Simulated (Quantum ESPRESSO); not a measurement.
## Collinear magnetic orders of CuF2 with Quantum ESPRESSO

A self-consistent run ends on one state, which hangs on the start. Several orders of CuF2 are started in Quantum ESPRESSO and their energies compared.

Main program and level: Quantum ESPRESSO 7.5; LDA with U = 6 eV on Cu d (ortho-atomic projectors); plane waves with GBRV 1.5 LDA potentials, no spin-orbit coupling.

## Step 1: Starting point

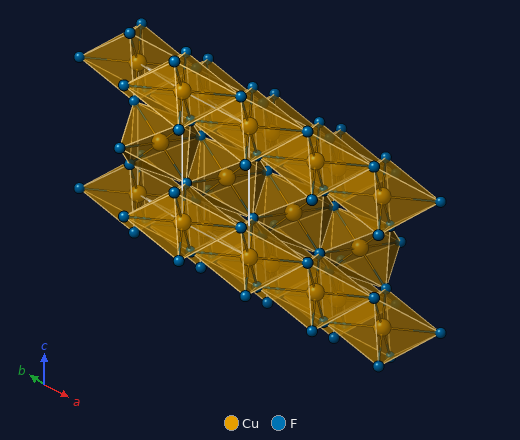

The starting structure, seen slightly off an axis (copper orange, fluorine blue). 3×1×1 cells are drawn. Some periodic images of atoms are drawn too.

The cell comes from the Crystallography Open Database.

## Step 2: Run 1, typed as ferro ++

The signs are those of the starting moments on the seeded atoms, the atoms that are given a moment.

Input file pw.in:

```
&CONTROL
  calculation = 'scf'
  prefix = 'pwscf'
  outdir = './tmp'
  pseudo_dir = './pseudo'
  disk_io = 'nowf'
/
&SYSTEM
  ibrav = 0
  celldm(1) = 8
  nat = 6
  ntyp = 2
  ecutwfc = 40
  ecutrho = 280
  nbnd = 45
  occupations = 'smearing'
  smearing = 'fd'
  degauss = 0.00367493
  nspin = 2
  starting_magnetization(1) = 0.0526
  starting_magnetization(2) = 0
/
&ELECTRONS
  conv_thr = 1.2d-08
  electron_maxstep = 150
  mixing_beta = 0.3
/
ATOMIC_SPECIES
Cu     63.5460 cu_lda_v1.2.uspp.F.UPF
F      18.9984 f_lda_v1.4.uspp.F.UPF
CELL_PARAMETERS alat
   0.7842363417197    0.0000000000000    0.0000000000000
   0.0000000000000    1.0724195757251    0.0000000000000
  -0.6583022279400    0.0000000000000    1.0768918614287
ATOMIC_POSITIONS crystal
Cu      0.0000000000    0.0000000000    0.0000000000
Cu      0.0000000000    0.5000000000    0.5000000000
F       0.2560000000    0.3000000000    0.3000000000
F       0.7440000000    0.8000000000    0.2000000000
F       0.7440000000    0.7000000000    0.7000000000
F       0.2560000000    0.2000000000    0.8000000000
K_POINTS automatic
8 4 4 0 0 0
HUBBARD {ortho-atomic}
U Cu-3d 6.0000
```

Command:

```
OMP_NUM_THREADS=1 mpirun -n 4 pw.x -nk 4 -in pw.in > pw.out
```

The program printed:

```text
Program PWSCF v.7.5 starts

     Message from routine setup:
     using ibrav=0 with symmetry is DISCOURAGED, use correct ibrav instead

     K-points division:     npool     =       4
     Subspace diagonalization in iterative solution of the eigenvalue problem:

     G-vector sticks info
     --------------------
     sticks:   dense  smooth     PW     G-vecs:    dense   smooth      PW
     Sum        1201     691    225                36723    15901    2969

     Using Slab Decomposition

     bravais-lattice index     =            0
     lattice parameter (alat)  =       8.0000  a.u.
     unit-cell volume          =     463.7178 (a.u.)^3
     number of atoms/cell      =            6
     number of atomic types    =            2
     number of electrons       =        66.00
     number of Kohn-Sham states=           45
     kinetic-energy cutoff     =      40.0000  Ry
     charge density cutoff     =     280.0000  Ry
     scf convergence threshold =      1.2E-08
     mixing beta               =       0.3000
     number of iterations used =            8  plain     mixing
     Exchange-correlation=  SLA  PZ   NOGX NOGC
                           (   1   1   0   0   0   0   0)
     Hubbard projectors: ortho-atomic
     Hubbard parameters of DFT+U (Dudarev formulation) in eV:
     U(Cu-3d) =  6.0000

     Internal variables: lda_plus_u =T, lda_plus_u_kind = 0

     Internal variables: orbital_resolved =F, hub_pot_fix =F, apply_U = F

     celldm(1)=   8.000000  celldm(2)=   0.000000  celldm(3)=   0.000000
     celldm(4)=   0.000000  celldm(5)=   0.000000  celldm(6)=   0.000000

     crystal axes: (cart. coord. in units of alat)
               a(1) = (   0.784236   0.000000   0.000000 )
               a(2) = (   0.000000   1.072420   0.000000 )
               a(3) = (  -0.658302   0.000000   1.076892 )

     reciprocal axes: (cart. coord. in units 2 pi/alat)
               b(1) = (  1.275126 -0.000000  0.779482 )
               b(2) = (  0.000000  0.932471 -0.000000 )
               b(3) = (  0.000000  0.000000  0.928598 )

     PseudoPot. # 1 for Cu read from file:
     cu_lda_v1.2.uspp.F.UPF
     Pseudo is Ultrasoft + core correction, Zval = 19.0
     Generated by new atomic code, or converted to UPF format
     Using radial grid of  867 points,  6 beta functions with:
                l(1) =   0
                l(2) =   0
                l(3) =   1
                l(4) =   1
                l(5) =   2
                l(6) =   2
     Q(r) pseudized with  8 coefficients,  rinner =    1.150   1.150   1.150
                                                       1.150   1.150

     PseudoPot. # 2 for F  read from file:
     f_lda_v1.4.uspp.F.UPF
     Pseudo is Ultrasoft, Zval =  7.0
     Generated by new atomic code, or converted to UPF format
     Using radial grid of  799 points,  4 beta functions with:
                l(1) =   0
                l(2) =   0
                l(3) =   1
                l(4) =   1
     Q(r) pseudized with  8 coefficients,  rinner =    0.950   0.950   0.950

     atomic species   valence    mass     pseudopotential
     Cu               19.00    63.54600     Cu( 1.00)
     F                 7.00    18.99840     F ( 1.00)

     Starting magnetic structure
     atomic species   magnetization
     Cu              0.053
     F               0.000

      4 Sym. Ops., with inversion, found ( 2 have fractional translation)

   Cartesian axes

     site n.     atom                  positions (alat units)
         1        Cu     tau(   1) = (   0.0000000   0.0000000   0.0000000  )
         2        Cu     tau(   2) = (  -0.3291511   0.5362098   0.5384459  )
         3        F      tau(   3) = (   0.0032738   0.3217259   0.3230676  )
         4        F      tau(   4) = (   0.4518114   0.8579357   0.2153784  )
         5        F      tau(   5) = (   0.1226603   0.7506937   0.7538243  )
         6        F      tau(   6) = (  -0.3258773   0.2144839   0.8615135  )

     number of k points=    54  Fermi-Dirac smearing, width (Ry)=  0.0037
                       cart. coord. in units 2pi/alat
        k(    1) = (   0.0000000   0.0000000   0.0000000), wk =   0.0078125
        k(    2) = (   0.0000000   0.0000000   0.2321496), wk =   0.0156250
        k(    3) = (   0.0000000   0.0000000  -0.4642992), wk =   0.0078125
        k(    4) = (   0.0000000   0.2331177   0.0000000), wk =   0.0156250
        k(    5) = (   0.0000000   0.2331177   0.2321496), wk =   0.0312500
        [... 49 further k-points ...]

     Dense  grid:    36723 G-vectors     FFT dimensions: (  36,  48,  54)

     Smooth grid:    15901 G-vectors     FFT dimensions: (  25,  36,  48)

     Generating pointlists ...
     new r_m :   0.1858 (alat units)  1.4865 (a.u.) for type    1
     new r_m :   0.1858 (alat units)  1.4865 (a.u.) for type    2

     Initial potential from superposition of free atoms

     starting charge      64.0000, renormalised to      66.0000

     STARTING HUBBARD OCCUPATIONS:

     =================== HUBBARD OCCUPATIONS ===================
     ------------------------ ATOM    1 ------------------------
     Tr[ns(  1)] (up, down, total) =   5.00000  3.00000  8.00000
     Atomic magnetic moment for atom   1 =   2.00000
     [... lines left out ...]
     ------------------------ ATOM    2 ------------------------
     Tr[ns(  2)] (up, down, total) =   5.00000  3.00000  8.00000
     Atomic magnetic moment for atom   2 =   2.00000
     [... lines left out ...]
     Number of occupied Hubbard levels =   16.0000

     Atomic wfc used for Hubbard projectors are orthogonalized

     Starting wfcs are   42 randomized atomic wfcs +    3 random wfcs

     Self-consistent Calculation

     iteration #  1     ecut=    40.00 Ry     beta= 0.30
     Davidson diagonalization with overlap
     ethr =  1.00E-02,  avg # of iterations =  5.5

     =================== HUBBARD OCCUPATIONS ===================
     ------------------------ ATOM    1 ------------------------
     Tr[ns(  1)] (up, down, total) =   4.92619  4.08427  9.01046
     Atomic magnetic moment for atom   1 =   0.84192
     [... lines left out ...]
     ------------------------ ATOM    2 ------------------------
     Tr[ns(  2)] (up, down, total) =   4.92619  4.08427  9.01046
     Atomic magnetic moment for atom   2 =   0.84192
     [... lines left out ...]
     Number of occupied Hubbard levels =   18.0209

     total energy              =   -1001.01471992 Ry
     estimated scf accuracy    <       0.66295021 Ry

     total magnetization       =     2.00 Bohr mag/cell
     absolute magnetization    =     2.14 Bohr mag/cell

     iteration #  2     ecut=    40.00 Ry     beta= 0.30
     Davidson diagonalization with overlap
     ethr =  1.00E-03,  avg # of iterations =  2.0

     total energy              =   -1001.17505945 Ry
     estimated scf accuracy    <       0.07054712 Ry

     total magnetization       =     2.00 Bohr mag/cell
     absolute magnetization    =     2.07 Bohr mag/cell

     iteration #  3     ecut=    40.00 Ry     beta= 0.30
     Davidson diagonalization with overlap
     ethr =  1.07E-04,  avg # of iterations =  2.2

     total energy              =   -1001.17745037 Ry
     estimated scf accuracy    <       0.03375363 Ry

     total magnetization       =     2.00 Bohr mag/cell
     absolute magnetization    =     2.07 Bohr mag/cell

     [... further iterations left out ...]

     iteration # 13     ecut=    40.00 Ry     beta= 0.30
     Davidson diagonalization with overlap
     ethr =  6.43E-10,  avg # of iterations =  1.0

     total energy              =   -1001.17970137 Ry
     estimated scf accuracy    <       0.00000020 Ry

     total magnetization       =     2.00 Bohr mag/cell
     absolute magnetization    =     2.10 Bohr mag/cell

     iteration # 14     ecut=    40.00 Ry     beta= 0.30
     Davidson diagonalization with overlap
     ethr =  3.03E-10,  avg # of iterations =  2.1

     total energy              =   -1001.17970144 Ry
     estimated scf accuracy    <       0.00000005 Ry

     total magnetization       =     2.00 Bohr mag/cell
     absolute magnetization    =     2.10 Bohr mag/cell

     iteration # 15     ecut=    40.00 Ry     beta= 0.30
     Davidson diagonalization with overlap
     ethr =  7.77E-11,  avg # of iterations =  1.0

     total energy              =   -1001.17970148 Ry
     estimated scf accuracy    <       0.00000002 Ry

     total magnetization       =     2.00 Bohr mag/cell
     absolute magnetization    =     2.10 Bohr mag/cell

     iteration # 16     ecut=    40.00 Ry     beta= 0.30
     Davidson diagonalization with overlap
     ethr =  2.67E-11,  avg # of iterations =  2.1

     Magnetic moment per site  (integrated on atomic sphere of radius R)
     atom   1 (R=0.186)  charge= 16.2509  magn=  0.8075
     atom   2 (R=0.186)  charge= 16.2509  magn=  0.8075
     atom   3 (R=0.186)  charge=  6.3035  magn=  0.0877
     atom   4 (R=0.186)  charge=  6.3035  magn=  0.0877
     atom   5 (R=0.186)  charge=  6.3035  magn=  0.0877
     atom   6 (R=0.186)  charge=  6.3035  magn=  0.0877

     End of self-consistent calculation

     =================== HUBBARD OCCUPATIONS ===================
     ------------------------ ATOM    1 ------------------------
     Tr[ns(  1)] (up, down, total) =   4.96669  4.15728  9.12398
     Atomic magnetic moment for atom   1 =   0.80941
     [... lines left out ...]
     ------------------------ ATOM    2 ------------------------
     Tr[ns(  2)] (up, down, total) =   4.96669  4.15728  9.12398
     Atomic magnetic moment for atom   2 =   0.80941
     [... lines left out ...]
     Number of occupied Hubbard levels =   18.2480

     Number of k-points >= 100: set verbosity='high' to print the bands.

     the Fermi energy is     5.5241 ev

!    total energy              =   -1001.17970151 Ry
     estimated scf accuracy    <          3.4E-09 Ry
     smearing contrib. (-TS)   =      -0.00000000 Ry
     internal energy E=F+TS    =   -1001.17970151 Ry

     The total energy is F=E-TS. E is the sum of the following terms:
     one-electron contribution =    -791.50698797 Ry
     hartree contribution      =     424.71839224 Ry
     xc contribution           =    -112.88638169 Ry
     ewald contribution        =    -521.60838012 Ry
     Hubbard energy            =       0.10365603 Ry

     total magnetization       =     2.00 Bohr mag/cell
     absolute magnetization    =     2.10 Bohr mag/cell

     convergence has been achieved in  16 iterations

=------------------------------------------------------------------------------=
   JOB DONE.
=------------------------------------------------------------------------------=
```

Run time: 45 s. Hardware: 4 MPI ranks of Intel Xeon Platinum 8375C at 2.90GHz (Ice Lake), shared host; peak memory 0.6 GiB; 3 min of CPU time.

Spin moment in the atom's sphere by atom:

```csv
atom,spin moment in the atom's sphere (μB)
Cu1,0.807
Cu2,0.807
F3,0.088
F4,0.088
F5,0.088
F6,0.088
```

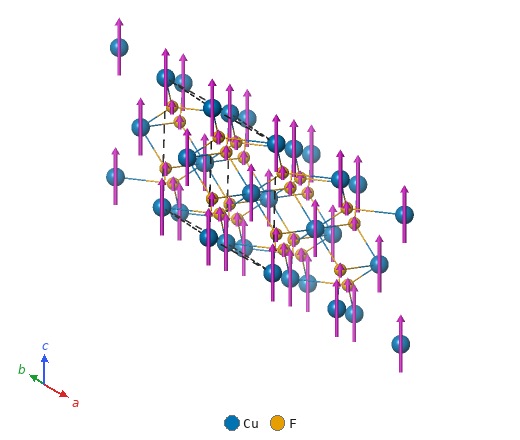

Spin moment in the atom's sphere as arrows, the longest 0.807 μB. Up and down stand for the sign. Arrows give size and sign along the axis of quantisation, drawn up and down the page. Each arrow also spans its atom, so small moments look longer than they are. Bonds to atoms that aren't drawn are left out. 3×2×1 cells are drawn. Some periodic images of atoms are drawn too.

Numbers from this step:

```
smearing term TS       : 3.84e-11 eV
magnetization          : 2 μB
absolute magnetization : 2.103 μB
final state            : ferromagnetic
```

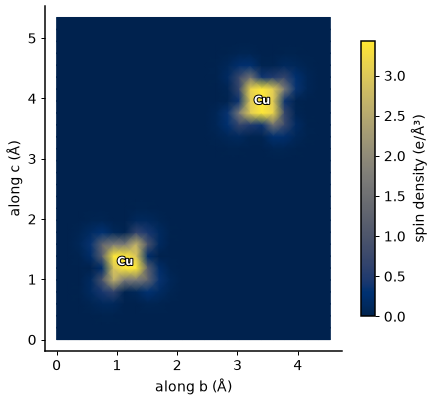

Spin density in the bc plane at fractional x = 0.000, with atoms of Cu within 0.2 Å of it. The map starts off the cell's origin, so that atoms lie inside it.

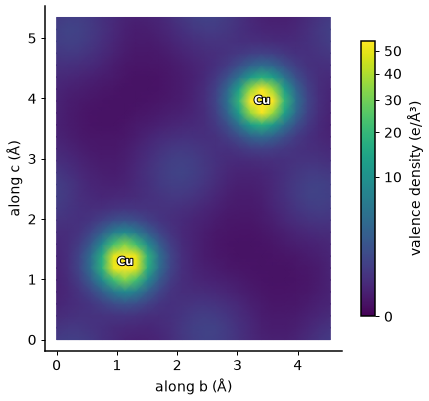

Valence density in the bc plane at fractional x = 0.000, with atoms of Cu within 0.2 Å of it. It is the smooth field of the valence electrons, not physical close to the nuclei. The map starts off the cell's origin, so that atoms lie inside it. The colour scale is stretched toward low values.

[end of part 1 of 2]

[Logs and program files are shortened in this print: banners, set-up blocks, solver, clock and traceback lines can be left out without a mark of their own.]

[Logs are printed without paths, hosts, clocks, repeated set-up lines and the standing remarks that a program may print on its own settings, such as how far it seeks lower states.]

[Hosts, paths, dates, database ids (printed as entryN), source tags and the programs' standing remarks are cut or masked in the printed files.]

[Where a cell is said to come from a database of computed structures, the database is the Materials Project.]
